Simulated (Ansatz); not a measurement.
One crystal and one scan (frozen-phonon scan) at two levels, PBE (plane waves to 420 eV, PAW, scalar-relativistic; Ansatz, a program for electronic structure) and r2SCAN (plane waves to 500 eV, PAW, scalar-relativistic; Ansatz), each from its own relaxed cell and on its own mesh. The cell shown is that of PBE.

Starting cell, NaCl (rock salt):

```xyz
4
Lattice="0.0000 5.6955 5.6955 2.8478 0.0000 2.8478 2.8478 2.8478 0.0000" Properties=species:S:1:pos:R:3 pbc="T T T"
Cl     0.0000     0.0000     0.0000
Cl     2.8478     2.8478     5.6955
Na     2.8478     2.8478     2.8478
Na     2.8478     5.6955     5.6955
```

The atoms are displaced by Q × the pattern below (from a DFPT mode at L = (0.5, 0.0, 0.0), largest move 1; Q in Å), at fixed cell. It is one choice among 2 degenerate patterns. (q is in reciprocal vectors of the primitive cell; the cell shown is doubled to hold the pattern.)

```
atom       x       y       z
----  ------  ------  ------
Na3    0.285  -0.520   0.805
Na4   -0.285   0.520  -0.805
```

Atoms not listed stay in place.

NaCl was relaxed with its symmetry unable to fall. Percentages come from the unrounded values.

```json
[
 {"quantity": "Lattice constant a (Å)", "PBE": "5.696", "r2SCAN": "5.608", "PBE − r2SCAN": "+0.088 (+1.6 %)"},
 {"quantity": "Band gap of the relaxed cell, no spin-orbit coupling (eV)", "PBE": "5.00", "r2SCAN": "5.97", "PBE − r2SCAN": "-0.97 (-16 %)"},
 {"quantity": "Harmonic wavenumber from the curvature (finite differences) (cm⁻¹ (negative: imaginary))", "PBE": "126", "r2SCAN": "142", "PBE − r2SCAN": "-16 (-11 %)"}
]
```

PBE gives the higher value for: lattice constant a. PBE gives the lower value for: band gap of the relaxed cell, no spin-orbit coupling; harmonic wavenumber from the curvature. Both give the same shape of the curve: a single well with its minimum at or next to zero displacement.

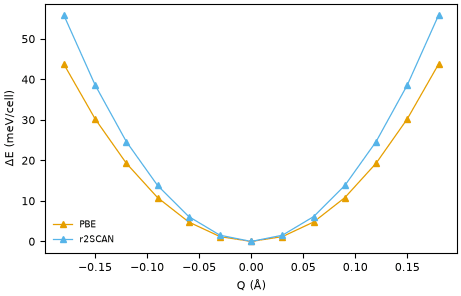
ΔE, each from the undisplaced structure of its own level.

(For displaced atoms, the force is minus the slope of the energy, and its curvature is a force constant, which sets phonon frequencies.)
